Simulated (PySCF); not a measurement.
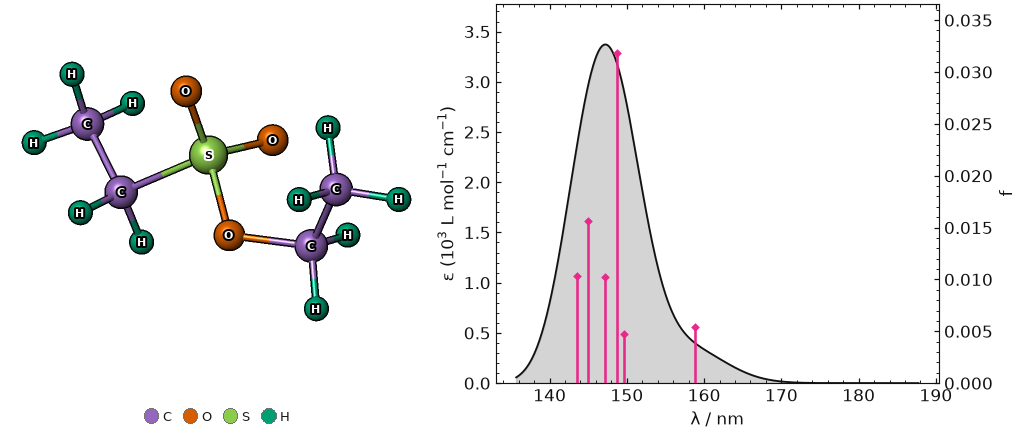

Computed absorption of C₄H₁₀O₃S (ethyl ethanesulfonate), SMILES CCOS(=O)(=O)CC. Vertical TDDFT excitations, PBE0/def2-SVPD with PySCF, at a GFN2-xTB geometry (no frequency check), gas phase. The lowest 6 singlet states are shown; each is broadened by a Gaussian of 1/e half-width 0.30 eV. Sticks give oscillator strengths (right axis).

Does any vertical transition fall in the visible?

No singlet lies below 3.1 eV (beyond 400 nm), so at this level no vertical transition falls in the visible.

Which of the computed transitions is the brightest, and what character does the calculation give it?

S3 at 8.34 eV (149 nm), f = 0.032, mainly HOMO−1 → LUMO (81 %) (S2 lies within 0.06 eV, too close to order).

List the transitions behind the spectrum.

```csv
state,E (eV),λ (nm),f,main character
S1,7.80,159,0.005,HOMO → LUMO (95 %)
S2,8.29,150,0.005,HOMO → LUMO+4 (58 %)
S3,8.34,149,0.032,HOMO−1 → LUMO (81 %)
S4,8.43,147,0.010,HOMO−2 → LUMO (48 %)
S5,8.55,145,0.016,HOMO → LUMO+1 (47 %)
S6,8.64,144,0.010,HOMO → LUMO+2 (79 %)
```

Note: states above the negative HOMO energy depend on the basis; the tight-binding geometry is rougher than a DFT one and adds to the error; one conformer of a flexible molecule; core orbitals are frozen in the response.
